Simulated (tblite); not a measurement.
## C₄H₁₃ClSi₃: geometry relaxation

System: C₄H₁₃ClSi₃.
Method: GFN2-xTB geometry optimisation, gas phase (tblite 0.8.0).

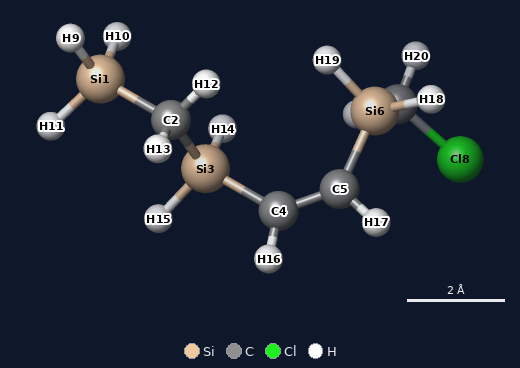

Figure 1. The input geometry (ball-and-stick view, seen at a tilt; atoms are numbered from 1 in the order of the input). Bond lengths as drawn: C–C 1.35 Å, C–Cl 1.78 Å, C–H 1.07 to 1.11 Å, C–Si 1.84 to 1.85 Å and H–Si 1.48 to 1.50 Å.

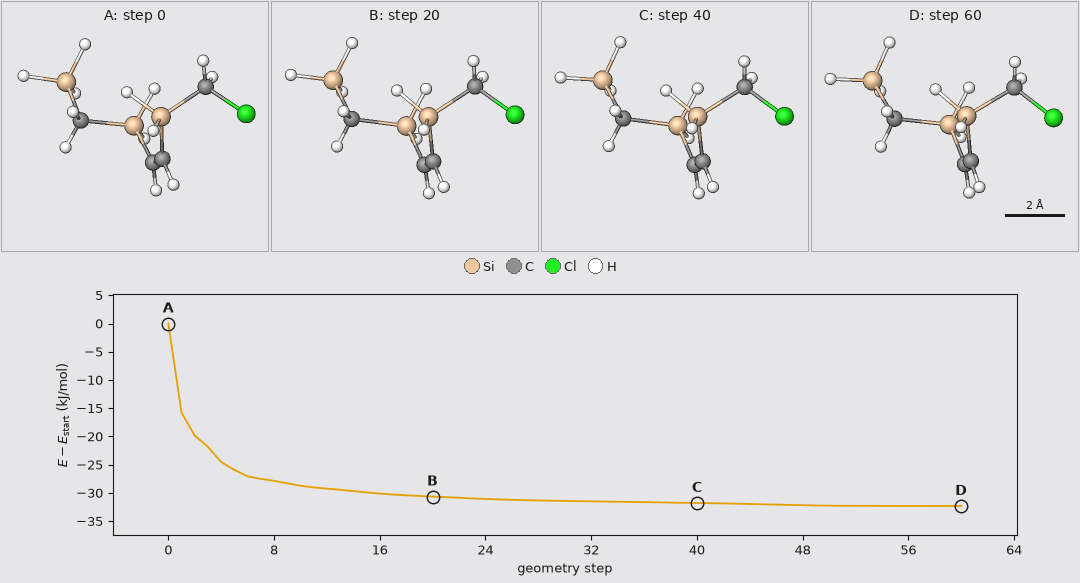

Figure 2. Frames of the relaxation (ball-and-stick view, seen at a tilt) above the curves, on which the letters mark them (steps are counted from 0).

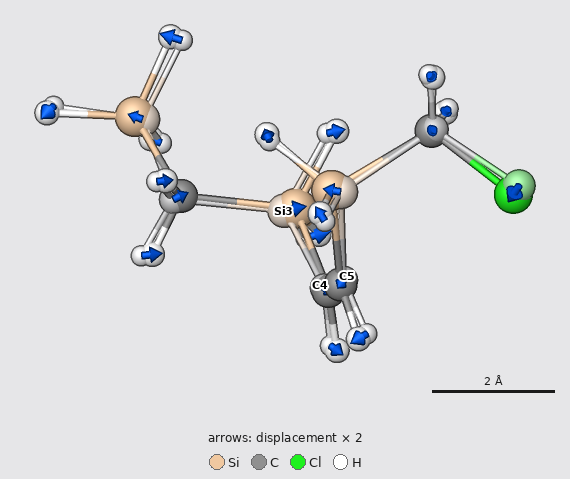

Figure 3. Start (faint) and end (solid) with the displacements as blue arrows, magnified 2 times (ball-and-stick view, seen at a tilt). The two geometries are laid on each other by the best rigid fit. H15 moves most after the best rigid fit: 0.23 Å. By element the largest moves are H 0.23 Å, Cl 0.22 Å, Si 0.19 Å, C 0.14 Å. Distances before and after: Si6–C7 1.851 → 1.916 Å, Si1–C2 1.838 → 1.898 Å, C2–Si3 1.846 → 1.902 Å, C5–Si6 1.835 → 1.880 Å. Among the angles that change: Si1–C2–Si3 106.4° → 115.5°, C5–Si6–H19 108.3° → 114.0°, C5–Si6–C7 113.4° → 108.5°. After 60 geometry steps the energy has fallen by 32.3 kJ/mol. Largest force component: 1.6 eV/Å at the start, 0.008 eV/Å at the end. (Atoms are counted from 1 in the order of the input.)

The input and output of the run follow.

Input
```
{"job": {"kind": "relax", "xc": "GFN2-xTB", "basis": "xTB"}, "charge": 0, "multiplicity": 1}
Si    -3.076400     0.821900     1.577700
C     -2.214800    -0.229600     0.340200
Si    -0.999600     0.863100    -0.518300
C     -0.020900    -0.076600    -1.765200
C      1.079000    -0.840700    -1.589500
Si     2.053500    -1.233900    -0.085100
C      3.357700     0.023600     0.294200
Cl     4.585300     0.050200    -0.991300
H     -4.067700     0.000100     2.323100
H     -2.146700     1.394900     2.578700
H     -3.832400     1.925200     0.916700
H     -1.697000    -1.062400     0.851800
H     -2.923200    -0.674500    -0.348200
H     -0.049400     1.481100     0.433800
H     -1.715200     1.960500    -1.245800
H     -0.434000     0.017600    -2.745900
H      1.509600    -1.310200    -2.473300
H      2.649700    -2.591000    -0.246100
H      1.114200    -1.329700     1.068700
H      3.881300    -0.208000     1.238600
H      2.938200     1.035200     0.384600
```

The first line tells a small driver script what to run in tblite; the rest is the geometry in Å.

Launched with:
```bash
OMP_NUM_THREADS=1 python <driver script> task.json out
```

Output
```
step      E/eV     max force
  0    -676.33861    2.063
  1    -676.50183    1.419
  2    -676.54425    0.570
  3    -676.56484    0.341
  4    -676.59291    0.342
  5    -676.60711    0.307
  6    -676.61904    0.184
  7    -676.62362    0.116
  8    -676.62730    0.142
  9    -676.63181    0.163
 10    -676.63629    0.168
 11    -676.63940    0.124
 12    -676.64160    0.099
 13    -676.64370    0.102
 14    -676.64606    0.115
 15    -676.64852    0.126
 16    -676.65068    0.116
 17    -676.65242    0.100
 18    -676.65387    0.084
 19    -676.65507    0.079
 20    -676.65614    0.080
 21    -676.65722    0.077
 22    -676.65837    0.085
 23    -676.65952    0.092
 24    -676.66055    0.079
 25    -676.66141    0.066
 26    -676.66212    0.061
 27    -676.66274    0.068
 28    -676.66328    0.048
 29    -676.66376    0.050
 30    -676.66419    0.050
 31    -676.66459    0.043
 32    -676.66498    0.044
 33    -676.66534    0.052
 34    -676.66567    0.043
 35    -676.66598    0.037
 36    -676.66633    0.049
 37    -676.66675    0.059
 38    -676.66720    0.055
 39    -676.66760    0.048
 40    -676.66794    0.037
 41    -676.66829    0.053
 42    -676.66872    0.065
 43    -676.66925    0.064
 44    -676.66983    0.072
 45    -676.67039    0.054
 46    -676.67093    0.062
 47    -676.67147    0.058
 48    -676.67199    0.068
 49    -676.67248    0.070
 50    -676.67285    0.041
 51    -676.67305    0.029
 52    -676.67316    0.020
 53    -676.67323    0.021
 54    -676.67329    0.017
 55    -676.67334    0.017
 56    -676.67338    0.013
 57    -676.67342    0.017
 58    -676.67346    0.015
 59    -676.67349    0.011
 60    -676.67351    0.008
```

Trajectory as extended XYZ (Å, eV, eV/Å), 10 of the 61 frames kept, from step=0 to step=60
```
21
Properties=species:S:1:pos:R:3:forces:R:3 step=0 energy=-676.33861
Si   -3.0764    0.8219    1.5777   -1.2980   0.8320   1.3610
C    -2.2148   -0.2296    0.3402    0.2390  -1.2870   0.1640
Si   -0.9996    0.8631   -0.5183    0.6030   1.3340  -0.1600
C    -0.0209   -0.0766   -1.7652    1.2750  -0.9740   0.0720
C     1.0790   -0.8407   -1.5895   -0.9950   0.7520  -1.2420
Si    2.0535   -1.2339   -0.0851   -0.9530  -1.5930   0.9010
C     3.3577    0.0236    0.2942    0.7510   0.9070   0.8560
Cl    4.5853    0.0502   -0.9913    0.0730   0.0660  -0.0750
H    -4.0677    0.0001    2.3231    0.1990   0.1700  -0.1500
H    -2.1467    1.3949    2.5787   -0.1540  -0.1160  -0.2730
H    -3.8324    1.9252    0.9167    0.2800  -0.3260   0.1870
H    -1.6970   -1.0624    0.8518   -0.2130   0.3110  -0.2940
H    -2.9232   -0.6745   -0.3482   -0.0610  -0.0960  -0.1190
H    -0.0494    1.4811    0.4338   -0.1590  -0.0350  -0.0410
H    -1.7152    1.9605   -1.2458    0.2000  -0.3060   0.2030
H    -0.4340    0.0176   -2.7459    0.0000  -0.1340  -0.6630
H     1.5096   -1.3102   -2.4733   -0.1570   0.0540  -0.1240
H     2.6497   -2.5910   -0.2461   -0.0110   0.3990   0.0020
H     1.1142   -1.3297    1.0687    0.2910   0.1190  -0.0990
H     3.8813   -0.2080    1.2386   -0.1390   0.1530  -0.4230
H     2.9382    1.0352    0.3846    0.2300  -0.2290  -0.0830
21
Properties=species:S:1:pos:R:3:forces:R:3 step=7 energy=-676.62362
Si   -3.1444    0.8262    1.6413   -0.0260  -0.0510   0.0020
C    -2.2155   -0.2184    0.3637    0.0840   0.0100  -0.0360
Si   -0.9568    0.8926   -0.5252    0.0510  -0.0060  -0.0540
C     0.0016   -0.0909   -1.8130    0.0080   0.0020  -0.0210
C     1.0891   -0.8438   -1.6493   -0.0190  -0.0780   0.0030
Si    1.9929   -1.2836   -0.0552    0.0190   0.0560  -0.0170
C     3.3529    0.0235    0.3183    0.0410   0.0410  -0.0180
Cl    4.5769    0.0587   -0.9849   -0.0640  -0.0590  -0.0200
H    -4.1067   -0.0115    2.3571   -0.0460   0.0250   0.0490
H    -2.1615    1.3946    2.5675   -0.0740  -0.0170   0.0520
H    -3.8232    1.9161    0.9346   -0.0520  -0.0310   0.0760
H    -1.7040   -1.0550    0.8371    0.0350   0.0330   0.0850
H    -2.9081   -0.6711   -0.3452   -0.0180   0.1010  -0.0280
H    -0.0430    1.5027    0.4569   -0.0310  -0.0410  -0.0800
H    -1.6974    1.9518   -1.2376    0.0950  -0.0370   0.0230
H    -0.4050   -0.0103   -2.8183    0.0680   0.0160  -0.0190
H     1.4998   -1.3202   -2.5372    0.0280  -0.0150   0.0220
H     2.6694   -2.5779   -0.2473   -0.0530   0.0890   0.0390
H     1.1087   -1.3177    1.1237    0.0780   0.0150  -0.0840
H     3.9024   -0.1858    1.2339   -0.0530  -0.0360   0.0010
H     2.9629    1.0369    0.3787   -0.0700  -0.0160   0.0220
21
Properties=species:S:1:pos:R:3:forces:R:3 step=13 energy=-676.64370
Si   -3.1613    0.8094    1.6552    0.0250   0.0160  -0.0050
C    -2.2024   -0.2029    0.3701    0.0170  -0.0510  -0.0050
Si   -0.9352    0.8831   -0.5405   -0.0260  -0.0230   0.0240
C     0.0146   -0.0994   -1.8377   -0.0500   0.0360   0.0020
C     1.0900   -0.8649   -1.6628    0.0590  -0.0090  -0.0610
Si    1.9888   -1.2689   -0.0617    0.0060  -0.0240  -0.0080
C     3.3458    0.0287    0.3178    0.0210   0.0490   0.0090
Cl    4.5557    0.0411   -0.9974   -0.0500   0.0110   0.0240
H    -4.1337   -0.0083    2.3825   -0.0010  -0.0370  -0.0100
H    -2.1970    1.3853    2.5902    0.0020   0.0000   0.1020
H    -3.8478    1.9016    0.9688   -0.0850   0.0240  -0.0030
H    -1.6952   -1.0398    0.8558   -0.0540   0.0620  -0.0610
H    -2.8990   -0.6355   -0.3501    0.0470  -0.0150   0.0490
H    -0.0353    1.4983    0.4418    0.0840  -0.0160  -0.0120
H    -1.6626    1.9495   -1.2402    0.0100   0.0410  -0.0660
H    -0.3723   -0.0089   -2.8499    0.0090   0.0190   0.0130
H     1.5116   -1.3373   -2.5484    0.0240  -0.0310   0.0540
H     2.6634   -2.5560   -0.2343    0.0360  -0.0760   0.0030
H     1.1240   -1.3054    1.1201   -0.0620   0.0250   0.0290
H     3.8914   -0.1921    1.2349   -0.0460   0.0140  -0.0690
H     2.9474    1.0394    0.3853    0.0370  -0.0160  -0.0090
21
Properties=species:S:1:pos:R:3:forces:R:3 step=20 energy=-676.65614
Si   -3.1697    0.8132    1.6711    0.0010  -0.0120  -0.0040
C    -2.1938   -0.1812    0.3734   -0.0420   0.0010   0.0420
Si   -0.9177    0.8860   -0.5527   -0.0210  -0.0410   0.0230
C     0.0282   -0.1022   -1.8515    0.0080  -0.0100  -0.0010
C     1.0984   -0.8753   -1.6715    0.0120  -0.0240   0.0070
Si    1.9822   -1.2766   -0.0614   -0.0040   0.0050   0.0160
C     3.3288    0.0351    0.3094    0.0030   0.0010   0.0230
Cl    4.5273    0.0385   -1.0096    0.0260   0.0140  -0.0430
H    -4.1416   -0.0264    2.3842    0.0520  -0.0290  -0.0540
H    -2.2326    1.3733    2.6519   -0.0460  -0.0130  -0.0430
H    -3.9022    1.8927    1.0004    0.0360  -0.0240   0.0320
H    -1.6950   -1.0224    0.8579    0.0210   0.0590  -0.0090
H    -2.8883   -0.6244   -0.3421    0.0030   0.0400   0.0130
H     0.0112    1.4798    0.4152    0.0480   0.0130   0.0140
H    -1.6234    1.9575   -1.2690   -0.0030   0.0300  -0.0190
H    -0.3499    0.0023   -2.8652    0.0060  -0.0130  -0.0020
H     1.5319   -1.3615   -2.5434   -0.0270   0.0240  -0.0060
H     2.6689   -2.5645   -0.2184   -0.0170   0.0070   0.0230
H     1.1080   -1.2848    1.1160   -0.0400  -0.0160   0.0080
H     3.8747   -0.1921    1.2219    0.0200   0.0070   0.0050
H     2.9455    1.0500    0.3830   -0.0370  -0.0180  -0.0230
21
Properties=species:S:1:pos:R:3:forces:R:3 step=27 energy=-676.66274
Si   -3.1775    0.8092    1.6787   -0.0070   0.0080   0.0180
C    -2.1892   -0.1573    0.3766    0.0030   0.0210   0.0110
Si   -0.9054    0.8916   -0.5555    0.0300   0.0000  -0.0330
C     0.0333   -0.1092   -1.8511    0.0280  -0.0170  -0.0170
C     1.1006   -0.8867   -1.6694   -0.0020   0.0050   0.0270
Si    1.9738   -1.2806   -0.0501   -0.0110  -0.0210  -0.0170
C     3.3246    0.0350    0.3024   -0.0630  -0.0230   0.0120
Cl    4.5118    0.0476   -1.0275    0.0090  -0.0060  -0.0250
H    -4.1279   -0.0761    2.3590   -0.0030  -0.0320  -0.0140
H    -2.2663    1.3683    2.6786    0.0110   0.0090  -0.0020
H    -3.9226    1.8889    1.0296    0.0020   0.0090  -0.0010
H    -1.6809   -0.9897    0.8626    0.0040  -0.0280  -0.0040
H    -2.8886   -0.6011   -0.3325    0.0320  -0.0040  -0.0210
H     0.0553    1.4673    0.3955   -0.0160   0.0200   0.0190
H    -1.5919    1.9664   -1.2864   -0.0070   0.0310   0.0140
H    -0.3320   -0.0008   -2.8688   -0.0320  -0.0040   0.0010
H     1.5335   -1.3656   -2.5453   -0.0030  -0.0020   0.0290
H     2.6612   -2.5699   -0.1902   -0.0200   0.0010   0.0250
H     1.0750   -1.2831    1.1130    0.0350   0.0000  -0.0270
H     3.8792   -0.1807    1.2125    0.0140   0.0190  -0.0030
H     2.9249    1.0435    0.3679   -0.0080   0.0140   0.0090
21
Properties=species:S:1:pos:R:3:forces:R:3 step=33 energy=-676.66534
Si   -3.1808    0.8066    1.6840    0.0170  -0.0090  -0.0190
C    -2.1801   -0.1444    0.3790    0.0180   0.0050  -0.0320
Si   -0.8956    0.8985   -0.5597    0.0110   0.0490   0.0120
C     0.0359   -0.1117   -1.8543   -0.0050   0.0030   0.0190
C     1.1005   -0.8913   -1.6664   -0.0170   0.0140  -0.0050
Si    1.9712   -1.2865   -0.0483   -0.0030   0.0040   0.0120
C     3.3153    0.0349    0.2992    0.0050   0.0020  -0.0140
Cl    4.4977    0.0478   -1.0383   -0.0180   0.0050  -0.0120
H    -4.1205   -0.1106    2.3394    0.0070   0.0150  -0.0040
H    -2.2758    1.3704    2.6873   -0.0030  -0.0090   0.0080
H    -3.9283    1.8903    1.0429   -0.0070  -0.0110   0.0040
H    -1.6742   -0.9809    0.8605    0.0230  -0.0150   0.0130
H    -2.8718   -0.5888   -0.3364   -0.0150  -0.0060  -0.0230
H     0.0644    1.4723    0.3947   -0.0130   0.0120  -0.0010
H    -1.5795    1.9828   -1.2845    0.0150  -0.0140   0.0220
H    -0.3360   -0.0076   -2.8706    0.0070  -0.0100   0.0080
H     1.5359   -1.3738   -2.5373   -0.0020  -0.0280  -0.0260
H     2.6510   -2.5800   -0.1674    0.0040  -0.0140  -0.0040
H     1.0701   -1.2837    1.1081   -0.0110   0.0060   0.0340
H     3.8821   -0.1686    1.2041   -0.0090  -0.0090   0.0170
H     2.9095    1.0412    0.3638   -0.0050   0.0130  -0.0090
21
Properties=species:S:1:pos:R:3:forces:R:3 step=40 energy=-676.66794
Si   -3.1710    0.7981    1.6761   -0.0190   0.0000   0.0100
C    -2.1618   -0.1379    0.3669   -0.0030   0.0190   0.0150
Si   -0.8768    0.9165   -0.5579   -0.0120   0.0130   0.0190
C     0.0405   -0.1114   -1.8494   -0.0020   0.0200   0.0090
C     1.0990   -0.8994   -1.6626   -0.0290  -0.0200   0.0120
Si    1.9624   -1.2931   -0.0392    0.0120   0.0190   0.0140
C     3.3023    0.0368    0.2938    0.0160   0.0090  -0.0200
Cl    4.4701    0.0510   -1.0585   -0.0190  -0.0080   0.0280
H    -4.1062   -0.1339    2.3154   -0.0010  -0.0040   0.0090
H    -2.2858    1.3622    2.6975    0.0130  -0.0200  -0.0140
H    -3.9367    1.8814    1.0570    0.0100  -0.0060  -0.0220
H    -1.6554   -0.9735    0.8522    0.0030  -0.0020  -0.0370
H    -2.8516   -0.5789   -0.3542    0.0260  -0.0060   0.0090
H     0.0717    1.4959    0.4044    0.0050  -0.0070  -0.0120
H    -1.5633    2.0047   -1.2725    0.0180  -0.0130  -0.0040
H    -0.3403   -0.0187   -2.8634    0.0110   0.0180   0.0000
H     1.5228   -1.3956   -2.5326   -0.0120  -0.0190   0.0090
H     2.6378   -2.5913   -0.1469   -0.0020   0.0130  -0.0060
H     1.0651   -1.2792    1.1223   -0.0020   0.0030   0.0010
H     3.8749   -0.1592    1.1976    0.0010   0.0010  -0.0250
H     2.8934    1.0427    0.3533   -0.0100  -0.0110   0.0060
21
Properties=species:S:1:pos:R:3:forces:R:3 step=47 energy=-676.67147
Si   -3.1682    0.7809    1.6700    0.0140  -0.0240  -0.0080
C    -2.1368   -0.1231    0.3561    0.0040  -0.0400  -0.0030
Si   -0.8521    0.9474   -0.5474   -0.0060  -0.0270  -0.0160
C     0.0454   -0.1006   -1.8350   -0.0050   0.0000  -0.0280
C     1.0756   -0.9235   -1.6441    0.0240  -0.0050   0.0060
Si    1.9452   -1.2955   -0.0206    0.0050  -0.0170   0.0160
C     3.2816    0.0433    0.2821    0.0140  -0.0020   0.0000
Cl    4.4301    0.0513   -1.0860   -0.0280   0.0110   0.0210
H    -4.0926   -0.1708    2.2948   -0.0130  -0.0020   0.0040
H    -2.2868    1.3320    2.7017    0.0010   0.0020  -0.0110
H    -3.9406    1.8629    1.0540    0.0230  -0.0200   0.0010
H    -1.6198   -0.9649    0.8198   -0.0150   0.0220   0.0320
H    -2.8108   -0.5656   -0.3789   -0.0110   0.0270  -0.0030
H     0.0944    1.5257    0.4136    0.0250  -0.0020   0.0180
H    -1.5288    2.0334   -1.2659   -0.0200   0.0450  -0.0300
H    -0.3350   -0.0109   -2.8486   -0.0170   0.0350  -0.0200
H     1.4817   -1.4442   -2.5093   -0.0320  -0.0020   0.0340
H     2.6201   -2.5932   -0.1241    0.0090  -0.0030   0.0090
H     1.0567   -1.2672    1.1479    0.0050  -0.0010  -0.0040
H     3.8703   -0.1458    1.1770   -0.0120   0.0230  -0.0160
H     2.8615    1.0453    0.3425    0.0350  -0.0210  -0.0030
21
Properties=species:S:1:pos:R:3:forces:R:3 step=53 energy=-676.67323
Si   -3.1640    0.7650    1.6665    0.0070   0.0030   0.0010
C    -2.1227   -0.1188    0.3489   -0.0010  -0.0010  -0.0030
Si   -0.8409    0.9649   -0.5462   -0.0040  -0.0080  -0.0050
C     0.0474   -0.0924   -1.8325    0.0010   0.0080  -0.0010
C     1.0612   -0.9336   -1.6318    0.0000   0.0030  -0.0050
Si    1.9369   -1.2996   -0.0087   -0.0120  -0.0010  -0.0110
C     3.2717    0.0448    0.2766   -0.0020   0.0040   0.0120
Cl    4.4057    0.0541   -1.1001    0.0080  -0.0010  -0.0190
H    -4.0892   -0.1906    2.2852    0.0000  -0.0010  -0.0040
H    -2.2861    1.3164    2.7000    0.0040   0.0030   0.0080
H    -3.9346    1.8468    1.0511    0.0000   0.0000  -0.0020
H    -1.6045   -0.9594    0.8125   -0.0090   0.0040  -0.0080
H    -2.7934   -0.5539   -0.3933    0.0020  -0.0060   0.0040
H     0.1093    1.5362    0.4181   -0.0030  -0.0090  -0.0030
H    -1.5127    2.0555   -1.2675   -0.0040   0.0080   0.0060
H    -0.3343    0.0026   -2.8460    0.0150  -0.0040   0.0000
H     1.4536   -1.4743   -2.4901   -0.0100  -0.0010   0.0040
H     2.6151   -2.5963   -0.1087    0.0020   0.0050   0.0110
H     1.0528   -1.2619    1.1623    0.0060  -0.0080   0.0050
H     3.8687   -0.1341    1.1671    0.0060  -0.0040   0.0100
H     2.8511    1.0455    0.3362   -0.0040   0.0070  -0.0020
21
Properties=species:S:1:pos:R:3:forces:R:3 step=60 energy=-676.67351
Si   -3.1612    0.7642    1.6667   -0.0010  -0.0010  -0.0030
C    -2.1223   -0.1190    0.3465    0.0010   0.0050  -0.0010
Si   -0.8418    0.9669   -0.5479    0.0020   0.0030  -0.0010
C     0.0487   -0.0885   -1.8337   -0.0010  -0.0020   0.0010
C     1.0581   -0.9345   -1.6299   -0.0040   0.0020   0.0010
Si    1.9351   -1.2985   -0.0070   -0.0030  -0.0020   0.0000
C     3.2710    0.0460    0.2767   -0.0080  -0.0020  -0.0010
Cl    4.4013    0.0539   -1.1043    0.0010   0.0000  -0.0010
H    -4.0878   -0.1925    2.2824    0.0050   0.0030  -0.0010
H    -2.2839    1.3149    2.7021   -0.0050  -0.0030  -0.0050
H    -3.9326    1.8446    1.0493    0.0030   0.0030   0.0040
H    -1.6038   -0.9596    0.8091    0.0030  -0.0020  -0.0030
H    -2.7927   -0.5552   -0.3951   -0.0060   0.0010   0.0030
H     0.1099    1.5332    0.4179   -0.0030  -0.0050  -0.0020
H    -1.5130    2.0619   -1.2641    0.0000  -0.0040   0.0060
H    -0.3292    0.0047   -2.8485    0.0010   0.0020   0.0000
H     1.4451   -1.4799   -2.4873    0.0080  -0.0020   0.0020
H     2.6153   -2.5942   -0.1020    0.0030  -0.0010   0.0000
H     1.0548   -1.2652    1.1669   -0.0010   0.0010   0.0030
H     3.8696   -0.1333    1.1663    0.0020   0.0020  -0.0050
H     2.8502    1.0468    0.3355    0.0030   0.0040   0.0030
```

Key numbers

```tsv
quantity	value
outcome	converged
total energy	−676.6735 eV
hardware	1 CPU thread, shared host
wall time	1.3 s
peak memory	0.18 GiB
```
